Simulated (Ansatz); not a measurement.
Strength of the Si–Si bond: SiH2(CH3)(SiF3) → SiH2(CH3) + SiF3

Species: SiH2(CH3)(SiF3), singlet; SiH2(CH3), doublet; SiF3 (trifluorosilyl) `F[Si](F)F`, doublet. 

Shapes, held fixed at every level: PBE0-D4/def2-TZVP. Programs: Ansatz 0.2.0. The zero-point and thermal change to 298 K, harmonic and unscaled (PBE0-D4/def2-TZVP), is -9.1 kJ/mol.

```tsv
level	kind	ΔH(298 K) (kJ/mol)	less CCSD(T)/CBS estimate	CPU time (sum over the molecules)
PBE-D4/def2-TZVPP	GGA	+336.0	-20.8	25 s
B3LYP-D4/def2-TZVPP	global hybrid	+339.4	-17.4	44 s
PBE0-D4/def2-TZVPP	global hybrid	+341.2	-15.6	28 s
B2PLYP/def2-TZVPP	double hybrid	+334.5	-22.3	60 s
MP2/def2-SVP	perturbation theory	+330.6	-26.2	–
CCSD(T)/def2-SVP	coupled cluster or CI	+335.1	-21.7	44 s
CCSD(T)/CBS estimate	coupled cluster or CI	+356.8	0.0	23 min
```

The highest level, CCSD(T)/CBS estimate, gives ΔH(298 K) = +356.8 kJ/mol; the levels span +330.6 to +356.8. The column of differences is taken from that level and isn't an error. No measured value is set beside it here. Open shells run unrestricted unless RO is named. The CBS estimate extrapolates MP2 from def2-TZVPP and def2-QZVPP and adds CCSD(T) − MP2 in the triple-zeta set, cores frozen. Times are processor times on shared x86 and Arm servers, and rough.

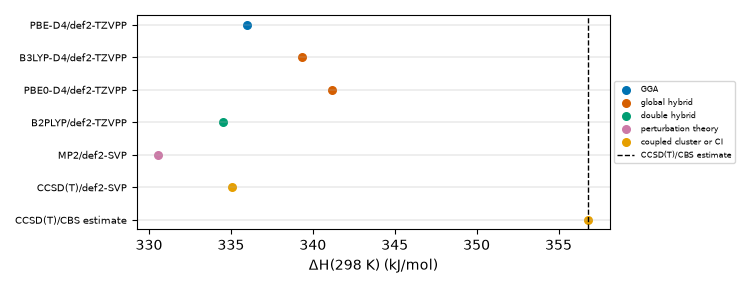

The values of the table, level by level.
